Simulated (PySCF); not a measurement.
C₄H₁₂OSi (SMILES CC(C)(C)O[SiH3])

Input file:

```
{"job": {"kind": "nmr", "xc": "PBE0", "basis": "pcSseg-1"}, "charge": 0, "multiplicity": 1}
C     -0.655690    -0.735486    -1.215389
C     -0.385713     0.179122    -0.019413
C     -0.692661    -0.553788     1.287692
C     -1.237142     1.448689    -0.124003
O      0.956849     0.601669    -0.030096
Si     2.377513    -0.152733     0.045420
H     -1.710400    -0.992266    -1.264171
H     -0.370379    -0.230967    -2.135277
H     -0.072267    -1.648477    -1.126067
H     -0.435394     0.079360     2.133430
H     -0.107048    -1.467692     1.349076
H     -1.748492    -0.805308     1.340972
H     -2.295066     1.201385    -0.119253
H     -1.021585     2.105928     0.714616
H     -0.998752     1.976237    -1.044047
H      2.581339    -1.086921    -1.067911
H      3.258937     1.002194    -0.025881
H      2.547190    -0.914629     1.288647
```

Command:

```sh
OMP_NUM_THREADS=1 python probes_run.py task.json out
```

Geometry: GFN2-xTB.

These are results of PBE0/pcSseg-1, SCF density, gas phase, non-relativistic (PySCF 2.14.0), not measurements.

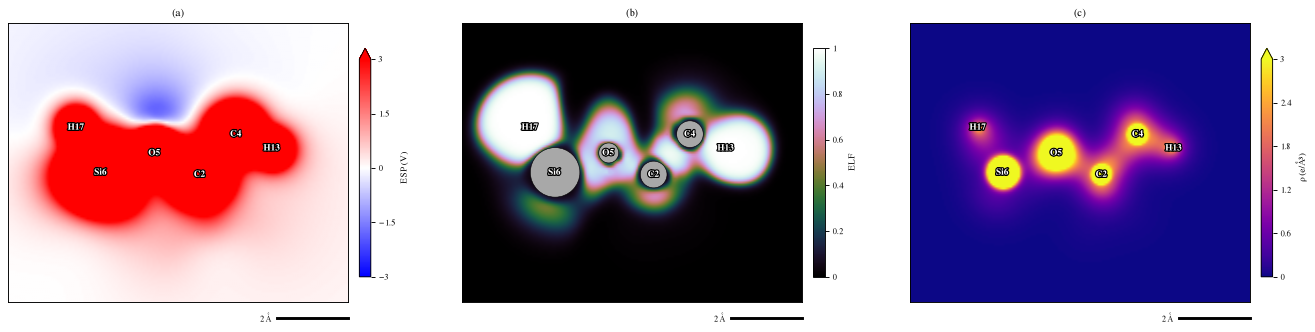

Figure 1. (a) molecular electrostatic potential; (b) ELF; (c) total electron density on the plane of atoms C2, C4 and H13. Grey discs cover the atomic cores in the ELF map.

### Describe what can be read from this map.

The plane passes through C, O, Si and H nuclei.
C–O (1.41 Å): ρ is about 2 e/Å³ halfway, with its minimum of 1.7 e/Å³ about 0.5 Å from C; the ELF peaks at about 0.90 between the atoms, as expected for a shared but strongly polarised pair.
C–C (1.53 Å): ρ is about 1.7 e/Å³ halfway; the ELF peaks at about 0.95 between the atoms; a covalent bond.
Si–O (1.61 Å): ρ is about 1.2 e/Å³ halfway; the ELF peaks at about 0.85 between the atoms, as expected for a polar covalent bond.
C–H (1.09 Å): ρ at the midpoint is about 2 e/Å³; the ELF climbs to about 1 towards the hydrogen, as it does in any bond to H; an ordinary covalent bond to hydrogen.
Si–H (1.45 Å): ρ at the midpoint is about 0.83 e/Å³; the ELF climbs to about 1 towards the hydrogen.
The ELF also peaks beside O5, away from the bonds: lone-pair regions.
Outside the dense part of the molecule the potential is most negative (−1.8 V) near O5.

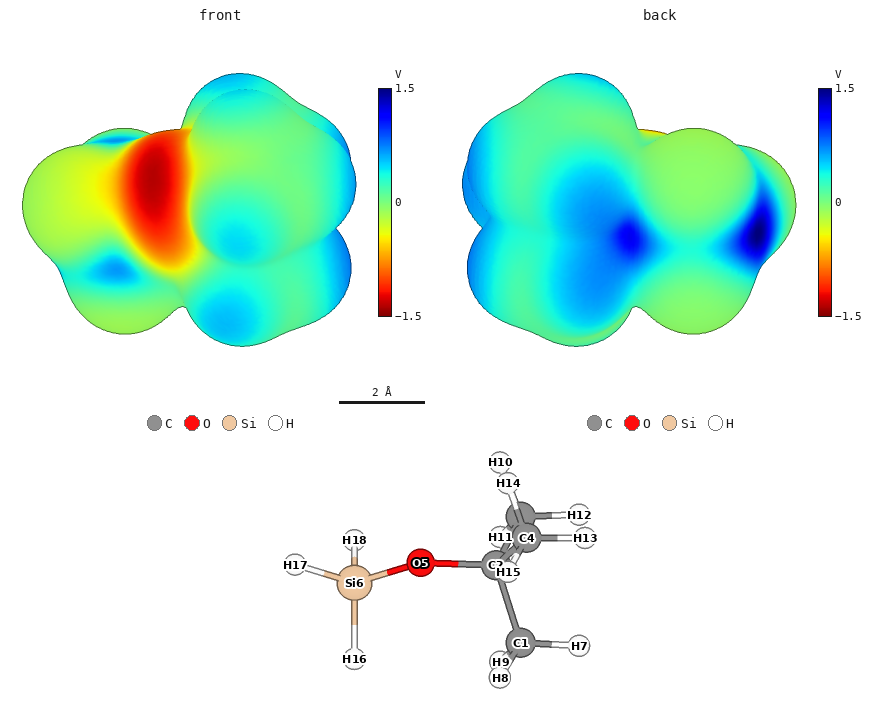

Figure 2. The electrostatic potential painted on the density surface at 0.002 e/bohr³, seen from the front and from behind; the colour scale runs from red (negative) to blue (positive). The bare structure is drawn below in the same view.

### Where is the surface potential most negative and most positive?

The most negative region (about −1.3 V) lies over O5, the most positive (about +1.3 V) over Si6. O5 is the likeliest acceptor of a hydrogen bond.

### How polar is the molecule by this calculation?

Its dipole moment is 1.28 D.
